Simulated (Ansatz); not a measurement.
C5H3ClFN (SMILES Fc1ncccc1Cl)

Input file:

```
crystal:
  periodic: [false, false, false]
  atoms:
    - {symbol: C, position_ang: [-2.268277, 0.198887, 0.183152]}
    - {symbol: C, position_ang: [-0.004715, 0.355008, 0.230058]}
    - {symbol: C, position_ang: [0.148484, -1.023126, 0.336975]}
    - {symbol: C, position_ang: [-0.998475, -1.816195, 0.367270]}
    - {symbol: C, position_ang: [-2.241578, -1.200247, 0.288937]}
    - {symbol: Cl, position_ang: [-3.704838, -2.103048, 0.318895]}
    - {symbol: F, position_ang: [-3.434893, 0.809350, 0.107719]}
    - {symbol: N, position_ang: [-1.197964, 0.943846, 0.155185]}
    - {symbol: H, position_ang: [0.867678, 1.015995, 0.202949]}
    - {symbol: H, position_ang: [1.141232, -1.472205, 0.396218]}
    - {symbol: H, position_ang: [-0.943547, -2.903301, 0.449780]}
basis:
  gaussian: {orbitals: def2-SVPD}
magnetization: {spin_polarized: false, initial_magnetization: 0}
hamiltonian: {xc: pbe0}
output: {forces: true, orbitals: {seedname: orbitals}}
```

Launched as:

```sh
ansatz run input.yaml --threads 4 --pin off --max-ram 7830MiB --events-out events.jsonl --progress --plain --runs-dir runs
```

Geometry: PBE0-D3(BJ)/def2-SVP.

Method: isolated molecule in a Gaussian basis; Kohn-Sham density functional theory, functional PBE0 (Ansatz).

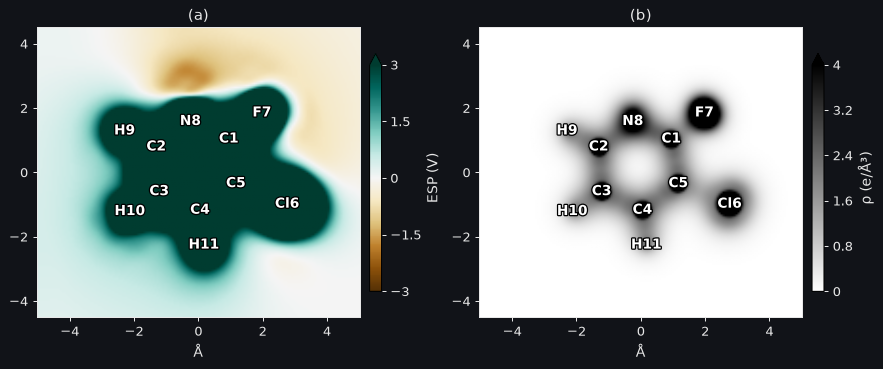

Figure 1. (a) molecular electrostatic potential; (b) electron density on the molecular plane.

Question: What does the map show?

Answer: Atoms in the plane: C, Cl, F, N and H.
C–N (1.30 Å): the density is about 2.6 e/Å³ at the midpoint.
C–F (1.32 Å): ρ at the midpoint is about 2.5 e/Å³.
C–C (1.39 Å): ρ is about 2.1 e/Å³ halfway.
C–Cl (1.72 Å): ρ at the midpoint is about 1.5 e/Å³.
C–H (1.09 Å): the density is about 2 e/Å³ at the midpoint.
Outside the dense part of the molecule the potential is most negative (−1.7 V) near N8.

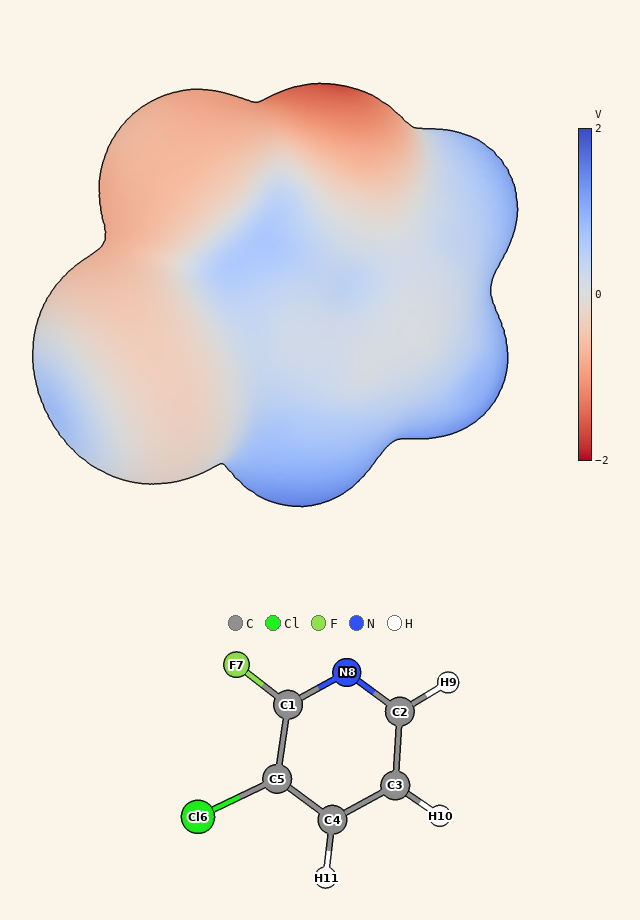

Figure 2. The molecular electrostatic potential painted on the density surface at 0.002 e/bohr³, seen at a tilt; the colour scale runs from red (negative) to blue (positive). The bare structure is drawn below in the same view.

Question: Describe the electrostatic potential map.

Answer: The most negative region (about −1.5 V) lies over N8, the most positive (about +1.5 V) over H10 and H11. Cl6 shows a σ-hole: about +0.7 V at the tip opposite its bond, against about −0.3 V on its flanks. N8 is the likeliest acceptor of a hydrogen bond.

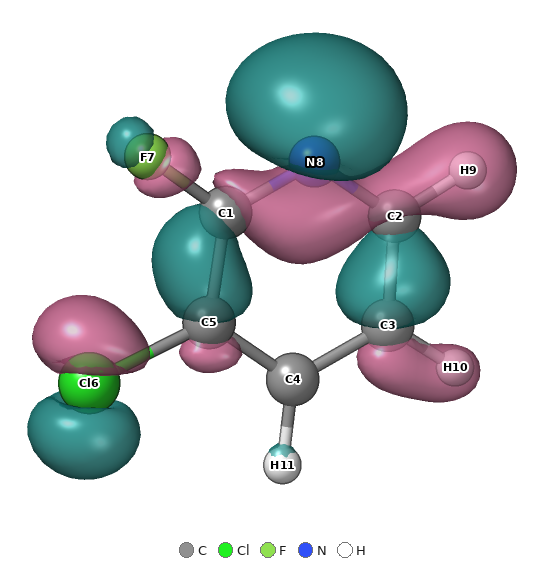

Figure 3. The HOMO−1 at ±0.1 Å⁻³ᐟ² (teal and pink are the two phases), seen at a tilt.

Question: Describe this orbital and give its energy.

Answer: It lies mainly on N8 (about 55 %), C2 (about 10 %), C1 (about 10 %) and Cl6 (about 10 %); it is symmetric in the molecular plane (an in-plane orbital: σ, lone-pair or in-plane π type). Its energy is −8.41 eV.
